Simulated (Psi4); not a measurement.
**SVWN5/cc-pVDZ run of GeH2F2 (difluorogermane)**

Aim: the energy change on altering one bond length of GeH2F2 (difluorogermane) at SVWN5/cc-pVDZ, from 2 runs. 

Program for the calculation: Psi4 1.11.

2 further runs of the same task are left out: 2 set aside as unsound or not needed.

**1. The system as given**

GeH2F2 has 5 atoms, charge 0, and is taken as a singlet. SMILES: `[F][GeH2][F]`. The shape is that of a PBE0-D4/def2-TZVP optimisation.

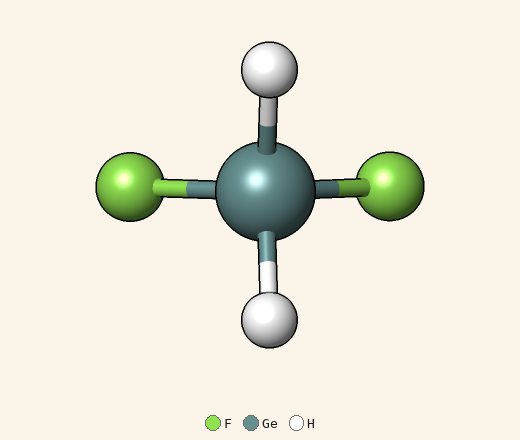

The structure, seen from a chosen angle (fluorine green, germanium teal, hydrogen white).

**2. A single-point energy at SVWN5/cc-pVDZ**

The input, input.inp:

```
memory 1600 MB

molecule {
  0 1
  F
  Ge 1 r2
  F 2 r3 1 a3
  H 2 r4 3 a4 1 d4
  H 2 r5 4 a5 1 d5

  r2 = 1.724436
  r3 = 1.724399
  a3 = 104.9681
  r4 = 1.527284
  a4 = 107.91501
  d4 = 114.89937
  r5 = 1.527356
  a5 = 119.3225
  d5 = 123.52917
  symmetry c1
}

set basis cc-pVDZ
set puream true
set e_convergence 1e-09
set d_convergence 1e-08
set scf_type pk
set dft_radial_points 99
set dft_spherical_points 590

e, wfn = energy('scf', dft_functional={"name": "SVWN5", "x_functionals": {"LDA_X": {}}, "c_functionals": {"LDA_C_VWN": {}}}, return_wfn=True)
oeprop(wfn, 'MULLIKEN_CHARGES', 'MAYER_INDICES', 'LOWDIN_CHARGES', title='SCF')
```

The run is started by

```
$ psi4 -n 1 input.inp input.out
```

input.out:

```text
[...]
  Running in c1 symmetry.
[...]
  Nuclear repulsion =  222.041302177413996
[...]
  Multiplicity = 1
[...]
  Nalpha       = 26
  Nbeta        = 26
[...]
    Number of basis functions: 65
[...]
   @RKS iter   1: -2272.88943291324722   -2.78805e+00   1.70841e-02 DIIS/ADIIS
[...]
   @RKS iter  11: -2273.48434498243932    1.36424e-12   1.74671e-09 DIIS
[...]
    Orbital Energies [Eh]
    ---------------------
    Doubly Occupied:
       1A   -396.395818     2A    -49.167818     3A    -43.839409
       4A    -43.839118     5A    -43.838227     6A    -24.081885
       7A    -24.081869     8A     -6.016783     9A     -4.252685
      10A     -4.250769    11A     -4.247115    12A     -1.189447
      13A     -1.179396    14A     -1.169881    15A     -1.169546
      16A     -1.168979    17A     -1.050641    18A     -1.025596
      19A     -0.536832    20A     -0.405125    21A     -0.396718
      22A     -0.394892    23A     -0.340453    24A     -0.340005
      25A     -0.335071    26A     -0.302245
[...]
  @RKS Final Energy: -2273.48434498243932
   => Energetics <=
    Nuclear Repulsion Energy =            222.0413021774139963
    One-Electron Energy =               -3615.8660613916190414
    Two-Electron Energy =                1216.5896554136966188
    DFT Exchange-Correlation Energy =     -96.2492411819308131
    Empirical Dispersion Energy =           0.0000000000000000
    VV10 Nonlocal Energy =                  0.0000000000000000
    Total Energy =                      -2273.4843449824393247
[...]
 Multipole Moments:
 ------------------------------------------------------------------------------------
     Multipole            Electronic (a.u.)      Nuclear  (a.u.)        Total (a.u.)
 ------------------------------------------------------------------------------------
 L = 1.  Multiply by 2.5417464519 to convert [e a0] to [Debye]
 Dipole X            :         -0.0000214            0.0000160           -0.0000054
 Dipole Y            :          0.5305105            0.2131709            0.7436814
 Dipole Z            :          0.4074419            0.1636033            0.5710452
 Magnitude           :                                                    0.9376324
[...]
  Mulliken Charges: (a.u.)
   Center  Symbol    Alpha    Beta     Spin     Total
       1     F     4.64502  4.64502  0.00000 -0.29004
       2    GE    15.68479 15.68479  0.00000  0.63043
       3     F     4.64501  4.64501  0.00000 -0.29003
       4     H     0.51259  0.51259  0.00000 -0.02518
       5     H     0.51259  0.51259  0.00000 -0.02518
   Total alpha = 26.00000, Total beta = 26.00000, Total charge = -0.00000
  Lowdin Charges: (a.u.)
   Center  Symbol    Alpha    Beta     Spin     Total
       1     F     4.57083  4.57083  0.00000 -0.14167
[...]
```

Wall time 8.7 s (1 thread of Intel Xeon Platinum 8559C (Emerald Rapids), shared host); peak memory 0.56 GiB.

**3. The distorted shape**

The input, job.dat:

```
memory 1600 MB

molecule {
  0 1
  F     -0.564244     0.454258     1.563979
  Ge     0.111356     0.154458     0.005979
  F     -0.966144     0.919958    -1.101521
  H      0.047300    -1.576200    -0.286700
  H      1.454956     0.876758    -0.070421
  symmetry c1
  no_reorient
  no_com
}

set basis cc-pVDZ
set reference rks
set puream true
set e_convergence 1e-09
set d_convergence 1e-08
set scf_type pk
set dft_radial_points 99
set dft_spherical_points 590

result, w = energy('scf', dft_functional={"name": "SVWN5", "x_functionals": {"LDA_X": {}}, "c_functionals": {"LDA_C_VWN": {}}}, return_wfn=True)
oeprop(w, 'LOWDIN_CHARGES', 'WIBERG_LOWDIN_INDICES', 'MAYER_INDICES')
```

The run is started by

```
$ psi4 -n 1 job.dat job.out
```

job.out:

```text
[...]
  Running in c1 symmetry.
[...]
  Nuclear repulsion =  220.345800065294583
[...]
  Multiplicity = 1
[...]
  Nalpha       = 26
  Nbeta        = 26
[...]
    Number of basis functions: 65
[...]
   @RKS iter   1: -2272.84717153253041   -2.83584e+00   1.71890e-02 DIIS/ADIIS
[...]
   @RKS iter  11: -2273.47392269071634   -1.45519e-11   6.71082e-09 DIIS
[...]
    Orbital Energies [Eh]
    ---------------------
    Doubly Occupied:
       1A   -396.402732     2A    -49.173562     3A    -43.845145
       4A    -43.845045     5A    -43.844289     6A    -24.086036
       7A    -24.086021     8A     -6.021421     9A     -4.257091
      10A     -4.255264    11A     -4.251959    12A     -1.193571
      13A     -1.183266    14A     -1.174103    15A     -1.173296
      16A     -1.173031    17A     -1.054022    18A     -1.029201
      19A     -0.531433    20A     -0.408456    21A     -0.399489
      22A     -0.386791    23A     -0.343906    24A     -0.340773
      25A     -0.338341    26A     -0.296622
[...]
  @RKS Final Energy: -2273.47392269071634
   => Energetics <=
    Nuclear Repulsion Energy =            220.3458000652945827
    One-Electron Energy =               -3612.3302196038539478
    Two-Electron Energy =                1214.7113794366212005
    DFT Exchange-Correlation Energy =     -96.2008825887781995
    Empirical Dispersion Energy =           0.0000000000000000
    VV10 Nonlocal Energy =                  0.0000000000000000
    Total Energy =                      -2273.4739226907163356
[...]
 Multipole Moments:
 ------------------------------------------------------------------------------------
     Multipole            Electronic (a.u.)      Nuclear  (a.u.)        Total (a.u.)
 ------------------------------------------------------------------------------------
 L = 1.  Multiply by 2.5417464519 to convert [e a0] to [Debye]
 Dipole X            :         17.2436230          -16.4554403            0.7881827
 Dipole Y            :        -31.7546910           31.3905392           -0.3641517
 Dipole Z            :         -7.7344950            7.5519673           -0.1825277
 Magnitude           :                                                    0.8872174
[...]
```

Run time: 8.7 s. Hardware: 1 thread of Intel Xeon Platinum 8559C (Emerald Rapids), shared host; peak memory 0.56 GiB.

**4. Results**

At SVWN5/cc-pVDZ:

```
                                                          quantity           value
                                         first shape: total energy  -2273.48434 Eh
                                        first shape: dipole moment          2.38 D
                                          first shape: HOMO energy        -8.22 eV
                                          first shape: LUMO energy        -0.80 eV
                                        first shape: HOMO–LUMO gap         7.43 eV
                                     distorted shape: total energy  -2273.47392 Eh
                                    distorted shape: dipole moment          2.26 D
                                      distorted shape: HOMO energy        -8.07 eV
                                      distorted shape: LUMO energy        -1.45 eV
                                    distorted shape: HOMO–LUMO gap         6.62 eV
energy change with the Ge2–H4 bond stretched from 1.527 to 1.756 Å        0.284 eV
```

In words: With the Ge2–H4 bond stretched from 1.527 to 1.756 Å the energy rises by 0.28 eV (27.4 kJ/mol). The first shape isn't relaxed at this level, so the change isn't measured from a minimum. Mulliken charges (first shape) run from -0.29 on F1 to +0.63 on Ge2.
